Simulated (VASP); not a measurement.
Band structure of NbC (rock salt). Method: optB86b-vdW, VASP's PBE PAW potentials (set 64) (plane waves; VASP).

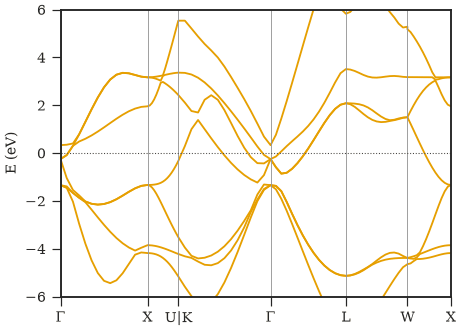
Bands along high-symmetry lines, zero at the valence-band maximum or, without a gap, the Fermi level

Question: Read the plot: is there a gap, and where are the band edges?

Answer: It has no gap at this level: it comes out as a metal or semimetal. (Edges off the drawn lines would not show.)

The compound is NbC in the rock salt structure. It was relaxed first. The electron count is odd and the run is not spin-polarised, which forces a metal.
